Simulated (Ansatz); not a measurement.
```yaml
atoms:
  - { symbol: Cl, position_ang: [-2.3187, -1.4181, 1.3572] }
  - { symbol: Si, position_ang: [-1.3450, 0.2675, 0.6861] }
  - { symbol: N, position_ang: [-0.2488, -0.0802, -0.5859] }
  - { symbol: Si, position_ang: [1.4538, -0.2512, -0.4758] }
  - { symbol: Cl, position_ang: [2.4481, 1.4436, -1.0916] }
  - { symbol: H, position_ang: [-2.4020, 1.1883, 0.2165] }
  - { symbol: H, position_ang: [-0.5680, 0.8098, 1.8196] }
  - { symbol: H, position_ang: [-0.6521, -0.1970, -1.5057] }
  - { symbol: H, position_ang: [1.9185, -1.3403, -1.3612] }
  - { symbol: H, position_ang: [1.7976, -0.4737, 0.9437] }
```

Geometry: PBE0-D4/def2-TZVP.

Method: Ansatz 0.2.0, RKS PBE0-D4/def2-TZVPP.

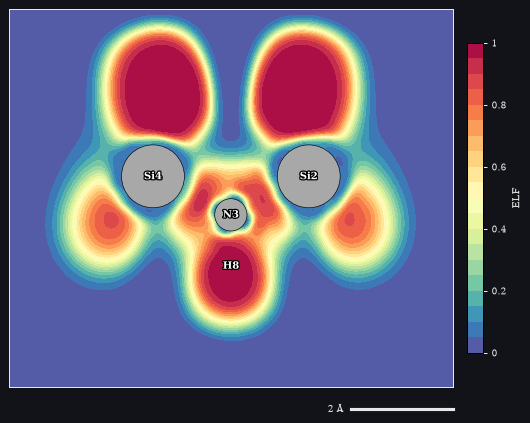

Cl₂H₅NSi₂ (SMILES Cl[SiH2]N[SiH2]Cl). Electron localisation function on the plane of atoms Si4, N3 and H8. Grey discs cover the atomic cores.

Q: What do the fields say about this system?

A:
- Atoms in the plane: Si, N and H.
- Si–N (1.71 Å): the ELF peaks at about 0.90 between the atoms; a shared but strongly polarised pair.
- N–H (1.01 Å): the ELF climbs to about 1 towards the hydrogen, as it does in any bond to H: an ordinary covalent bond to hydrogen.
